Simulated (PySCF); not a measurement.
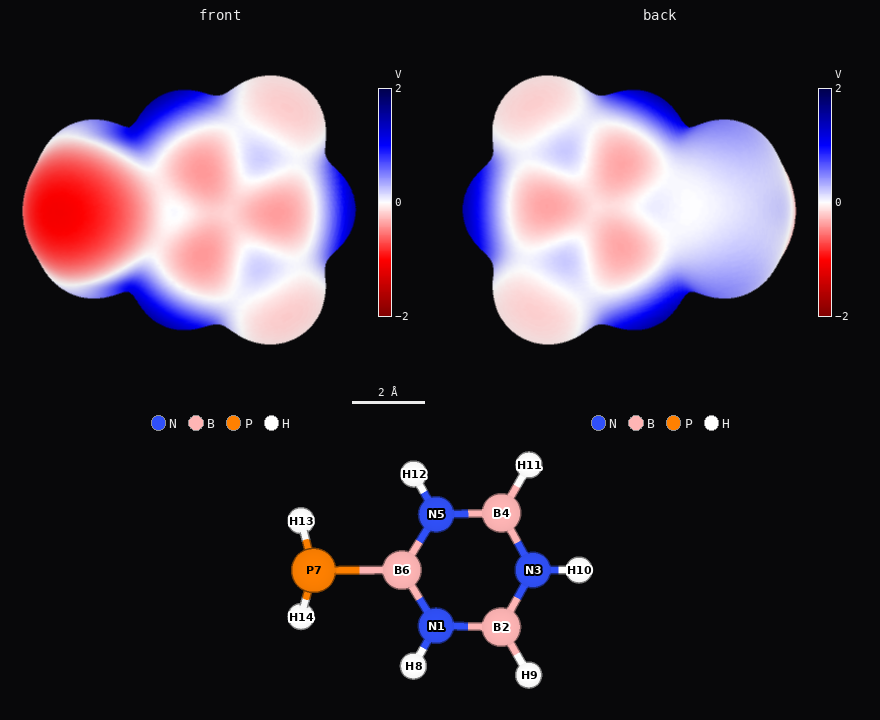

Figure. B3H7N3P (SMILES PB1NBNBN1). The electrostatic potential painted on the density surface at 0.001 e/bohr³, seen from the front and from behind; the colour scale runs from red (negative) to blue (positive). The bare structure is drawn below in the same view.

Geometry: PBE0-D3(BJ)/def2-SVP.

The calculation used PBE0/pcSseg-1, SCF density, gas phase, non-relativistic (PySCF).

```xyz
14

N    -1.1655    0.3833    0.1071
B    -0.8749    0.4180    1.5043
N     0.4646    0.1413    1.9068
B     1.4958   -0.1632    0.9708
N     1.1470   -0.1825   -0.4133
B    -0.1776    0.0821   -0.8818
P    -0.5815    0.1782   -2.7791
H    -2.1143    0.5767   -0.1855
H    -1.7365    0.6719    2.3136
H     0.6907    0.1604    2.8922
H     2.6257   -0.3984    1.3315
H     1.8737   -0.3990   -1.0829
H     0.1433   -0.9883   -3.1665
H    -1.8423   -0.4872   -2.7180
```

Question: Which sites attract a positive test charge, and which a negative one?

Answer: A positive charge is drawn to the negative regions and a negative charge to the positive ones. The most negative region (about −1.0 V, or −23 kcal/mol for a unit charge) lies over P7, the most positive (about +1.5 V, or +35 kcal/mol for a unit charge) over H8, H10 and H12.

Question: How polar is the molecule by this calculation?

Answer: Its dipole moment is 1.23 D.
